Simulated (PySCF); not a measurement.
# Atomic calculation, with input and output: Pt

- system: Pt, configuration 1s2 2s2 2p6 3s2 3p6 3d10 4s2 4p6 4d10 4f14 5s2 5p6 5d9 6s1, multiplicity 3.
- method: unrestricted B3LYP, aug-cc-pwCVDZ-PP with ECP60, scalar-relativistic core potential (PySCF)

### Summary

- outcome: converged
- total energy (valence electrons, under a core potential): −119.420699 hartree
- ⟨S²⟩: 2.001
- ⟨L²⟩: 6.23
- SCF iterations: 9
- hardware: 1 CPU thread, shared host
- CPU time: 0.89 s (integrals apart)

### Input file
```python
from pyscf import gto, scf, dft, mp, cc
mol = gto.M(atom="Pt 0 0 0", charge=0, spin=2, symmetry="D2h",
            basis="aug-cc-pwCVDZ-PP",
            ecp="aug-cc-pwCVDZ-PP")
mf = dft.UKS(mol, xc="B3LYP")
mf.irrep_nelec = {'Ag': (4, 2), 'B1g': (1, 1), 'B2g': (1, 1), 'B3g': (1, 1), 'B1u': (1, 1), 'B2u': (1, 1), 'B3u': (1, 1)}
mf.kernel()
```

The script is an equivalent of what the driver set up; the driver started from orbitals of its own, so the log can be shorter than this script's would be, and it computed the properties (radii, ⟨L²⟩, response) afterwards. It held the occupations shell by shell, which the script's counts by irreducible representation don't always enforce.

### Output (extracts)
```
damping factor = 0
level_shift factor = 0
DIIS = <class 'pyscf.scf.diis.CDIIS'>
diis_start_cycle = 1
diis_space = 10
diis_damp = 0
SCF conv_tol = 1e-09
SCF conv_tol_grad = None
number electrons alpha = 10  beta = 8
XC functionals = B3LYP
    P. J. Stephens, F. J. Devlin, C. F. Chabalowski, and M. J. Frisch.,  J. Phys. Chem. 98, 11623 (1994)
cycle= 1 E= -119.419246642867  delta_E= -0.01  |g|= 0.0536  |ddm|= 0.25
cycle= 2 E= -119.418689639192  delta_E= 0.000557  |g|= 0.072  |ddm|= 0.0981
cycle= 3 E= -119.420524943112  delta_E= -0.00184  |g|= 0.00272  |ddm|= 0.0494
cycle= 4 E= -119.420595856881  delta_E= -7.09e-05  |g|= 0.00306  |ddm|= 0.0231
cycle= 5 E= -119.420673090428  delta_E= -7.72e-05  |g|= 0.0016  |ddm|= 0.0371
cycle= 6 E= -119.420698988997  delta_E= -2.59e-05  |g|= 0.000475  |ddm|= 0.0357
cycle= 7 E= -119.420699077105  delta_E= -8.81e-08  |g|= 0.000208  |ddm|= 0.000638
cycle= 8 E= -119.420699106351  delta_E= -2.92e-08  |g|= 2.26e-05  |ddm|= 0.000912
cycle= 9 E= -119.42069910669  delta_E= -3.39e-10  |g|= 2.92e-06  |ddm|= 9.97e-05
converged SCF energy = -119.42069910669  <S^2> = 2.0005365  2S+1 = 3.0003576
```

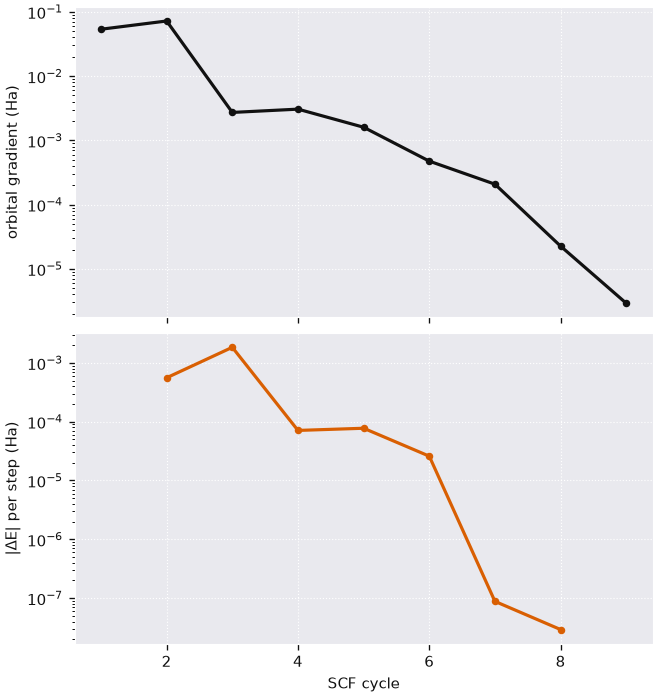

**Figure 1.** Convergence: orbital gradient and change of the energy from step to step (the smallest changes aren't drawn) against the SCF cycle. The residual falls almost steadily, with no more than small rises or pauses. It goes from 0.054 to 2.9×10⁻⁶ in 9 steps.

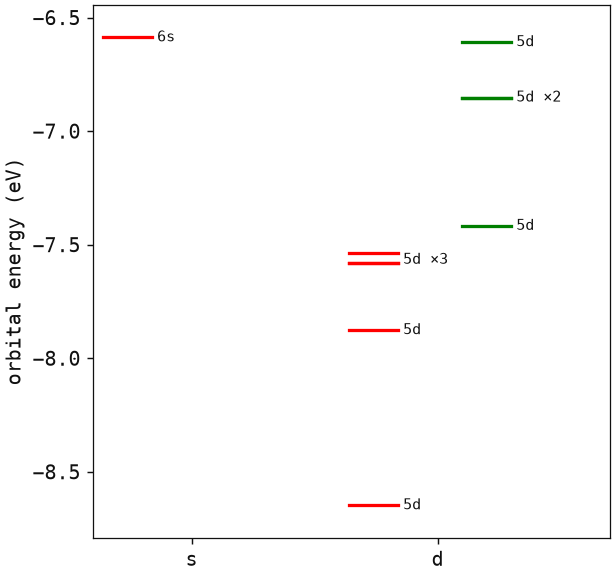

**Figure 2.** Orbital energies of the mean field, from the top down to −8.65 eV, by angular momentum, α spin at the left of each column and β at the right; ×n counts the orbitals under one label. The highest filled orbital is 6s α at −6.59 eV, the lowest empty one s β at −4.35 eV.
